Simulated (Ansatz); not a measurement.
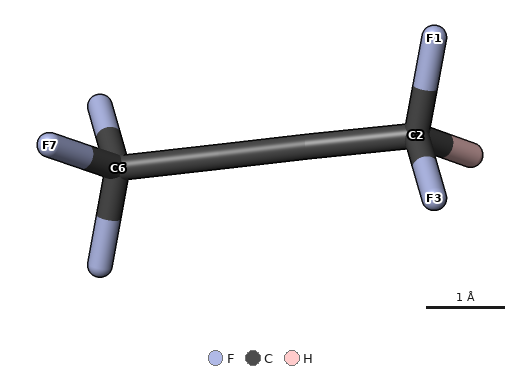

Fig. 1: The input geometry (stick view, seen at a tilt; atoms are numbered from 1 in the order of the input).

## Run report: C₄HF₅, single-point calculation

C₄HF₅, SMILES FC(F)C#CC(F)(F)F, computed with RHF-MP2, frozen core/def2-QZVPP (Ansatz 0.2.0).

The geometry comes from this level: PBE0-D4/def2-TZVP.

**Input**
```yaml
crystal:
  periodic: [false, false, false]
  atoms:
    - {symbol: F, position_ang: [2.798054, -0.319938, 0.428316]}
    - {symbol: C, position_ang: [1.919363, -0.564679, -0.567899]}
    - {symbol: F, position_ang: [1.959920, -1.885552, -0.847370]}
    - {symbol: C, position_ang: [0.569924, -0.178050, -0.155889]}
    - {symbol: C, position_ang: [-0.534749, 0.167794, 0.145137]}
    - {symbol: C, position_ang: [-1.887090, 0.583164, 0.523041]}
    - {symbol: F, position_ang: [-2.305911, -0.072138, 1.604883]}
    - {symbol: F, position_ang: [-2.751619, 0.342406, -0.463335]}
    - {symbol: F, position_ang: [-1.925771, 1.888533, 0.792916]}
    - {symbol: H, position_ang: [2.241079, -0.012541, -1.456900]}
basis:
  gaussian: {orbitals: "def2-QZVPP.json"}
correlation: {method: mp2}
```

Run on 4 threads of Arm Neoverse V1, 23 GiB of memory available, shared host.

Launch command:
```bash
ansatz run in.yaml --threads 4 --pin off --events-out ev --progress --plain --max-ram 11315MiB
```

**Output**
```
Functional definition: HF
  name "HF"
  cite "Fock, Z. Phys. 61, 126 (1930) doi:10.1007/BF01340294"
  parent pbe
  exchange = exact_x
  correlation = 0
3427 factors; integrals over basis functions are off by at most 7.8e-4 eV
mean field evaluation 1: about -17667.2467 eV, gradient 5.6e1 eV
mean field evaluation 2: about -17667.4929 eV, gradient 5.6e1 eV
mean field evaluation 4: about -17673.2781 eV, gradient 4.9e0 eV
mean field evaluation 8: about -17673.3557 eV, gradient 5.1e-1 eV
mean field -17673.35638891 eV, -649.4838678612 hartree, gradient 1.1e-6 eV, S^2 0.000000; 0 other end points of the search recorded, 0 dependent functions left out
9 core orbitals not correlated: weight in the atoms' cores, before any rotation towards them, 1.000 or more for the frozen orbitals, at most 0.000 for the correlated occupied ones
reference -17673.35638891 eV, -649.4838678612 hartree; 26, 26 occupied and 508, 508 virtual orbitals, 3427 factors
second order -54.43362453 eV of doubles, -0.00000000 eV of singles
Total energy: -17727.79001344 eV, -651.4842666661 hartree
```

**Key numbers**

- outcome: converged
- total energy: −17727.7900 eV
- mean-field energy: −17673.3564 eV
- SCF solution under orbital rotations: stable
- wall time: 67 s (CPU time 3.6 min)
- peak memory: 3.8 GiB
